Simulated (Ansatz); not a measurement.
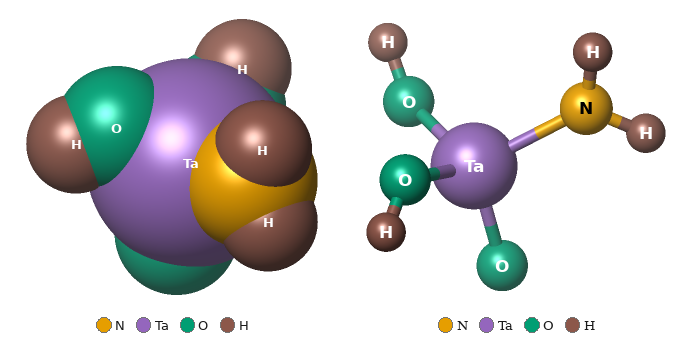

Both panels show the same species.

Charge 0, singlet. Computed geometry: PBE0-D4/def2-TZVP optimisation.

> What is the molecular formula?

H4NO3Ta, 9 atoms: 4 hydrogen, 1 nitrogen, 3 oxygen and 1 tantalum.

> Count the bonded pairs by element.

3 O–Ta, 2 N–H, 2 O–H, 1 N–Ta.

More results for the same structure follow; atom numbers are the same in all pictures, views and colours differ.

### Shape

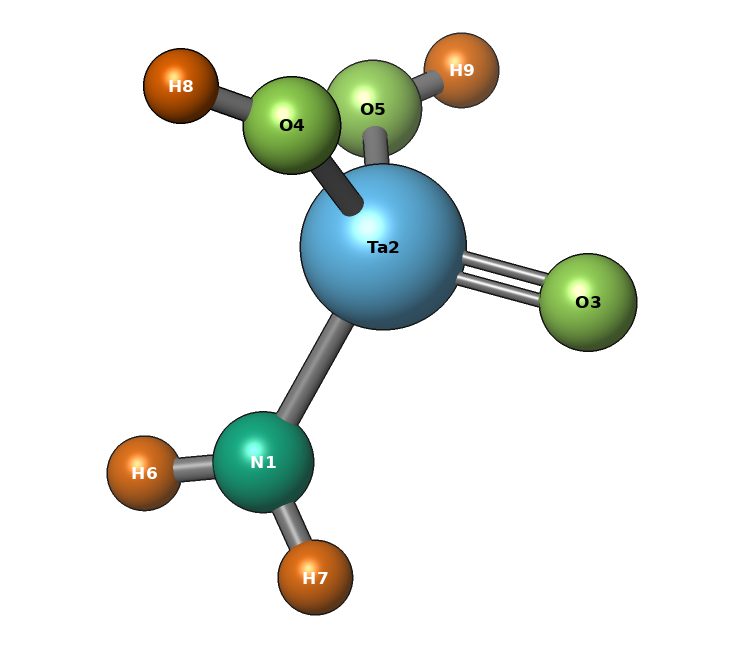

Numbered structure.

> How are the neighbours of atom 2 arranged?

Ta2 has 4 neighbours (N1 at 1.98, O3 at 1.72, O4 at 1.92, O5 at 1.91 Å); the arrangement is tetrahedral.

> What is the geometry at O5?

O5 has 2 neighbours (Ta2 at 1.91, H9 at 0.96 Å); the arrangement is bent.

> How are the neighbours of atom 4 arranged?

O4 has 2 neighbours (Ta2 at 1.92, H8 at 0.96 Å); the arrangement is bent.

> What is the geometry at N1?

N1 has 3 neighbours (Ta2 at 1.98, H6 at 1.01, H7 at 1.01 Å); the arrangement is trigonal planar.

### Electronic properties

Method: RKS BHLYP-D4/def2-TZVPP, core potentials on Ta (Ansatz 0.2.0).

> Give the HOMO–LUMO gap at this level.

9.61 eV.

> Estimate the HOMO energy (Kohn–Sham orbital).

−9.37 eV.

> Give the dispersion correction at this level.

−23.4 kJ/mol.

### Charges

The questions are on Mulliken charges. Level of theory: RKS PBE-D4/def2-TZVPP, core potentials on Ta (Ansatz 0.2.0).

> Which atom carries the highest charge (most positive or least negative)?

Ta2 (0.81 e).

> And the lowest?

N1 (−0.41 e).

List the Mulliken charges.

```json
{"atom": "N1", "value (e)": "−0.41"}
{"atom": "Ta2", "value (e)": "0.81"}
{"atom": "O3", "value (e)": "−0.36"}
{"atom": "O4", "value (e)": "−0.37"}
{"atom": "O5", "value (e)": "−0.38"}
{"atom": "H6", "value (e)": "0.15"}
{"atom": "H7", "value (e)": "0.18"}
{"atom": "H8", "value (e)": "0.19"}
{"atom": "H9", "value (e)": "0.20"}
```

### Thermal motion

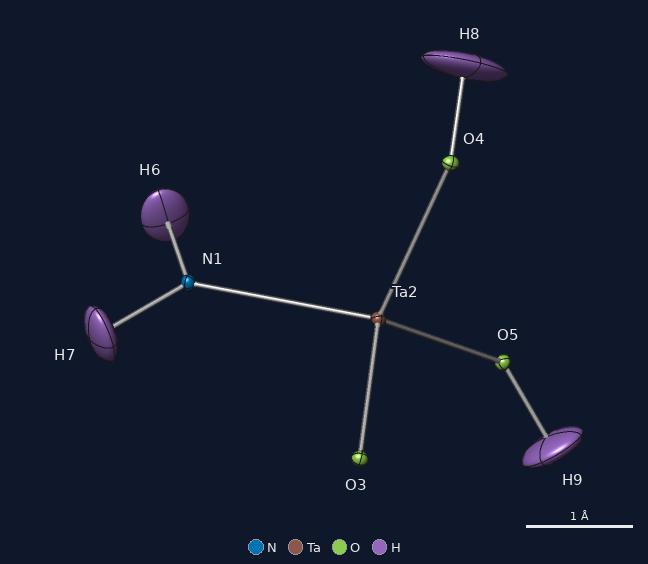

Displacement ellipsoids at the 50 % level, from the internal vibrations of the free molecule (harmonic, no overall translation or rotation; no half-axis is drawn under 0.075 Å). Vibrations computed with RKS PBE0-D4/def2-TZVP, core potentials on Ta (Ansatz 0.2.0). Temperature: 0 K (zero-point motion alone).

> Which atom has the largest mean-square displacement?

H8, with U_eq = 0.0440 Å².

> Does H8 move more along its bond or across it?

Across it: the root-mean-square amplitude is 0.076 Å along the bond and up to 0.288 Å across, since bending and torsion are softer than stretching.

List U_eq and the three principal root-mean-square amplitudes for each kind of atom.

```json
{"atom": "N1", "U_eq (Å²)": "0.0024", "rms amplitudes (Å)": "0.040, 0.049, 0.057"}
{"atom": "Ta2", "U_eq (Å²)": "0.00008", "rms amplitudes (Å)": "0.009, 0.009, 0.009"}
{"atom": "O3", "U_eq (Å²)": "0.0022", "rms amplitudes (Å)": "0.033, 0.052, 0.053"}
{"atom": "O4", "U_eq (Å²)": "0.0024", "rms amplitudes (Å)": "0.039, 0.049, 0.056"}
{"atom": "O5", "U_eq (Å²)": "0.0023", "rms amplitudes (Å)": "0.039, 0.050, 0.054"}
{"atom": "H6", "U_eq (Å²)": "0.0261", "rms amplitudes (Å)": "0.080, 0.154, 0.220"}
{"atom": "H7", "U_eq (Å²)": "0.0245", "rms amplitudes (Å)": "0.080, 0.154, 0.208"}
{"atom": "H8", "U_eq (Å²)": "0.0440", "rms amplitudes (Å)": "0.076, 0.208, 0.288"}
{"atom": "H9", "U_eq (Å²)": "0.0310", "rms amplitudes (Å)": "0.077, 0.189, 0.226"}
```

Mulliken values depend strongly on the basis set and can even reverse the polarity of a bond.
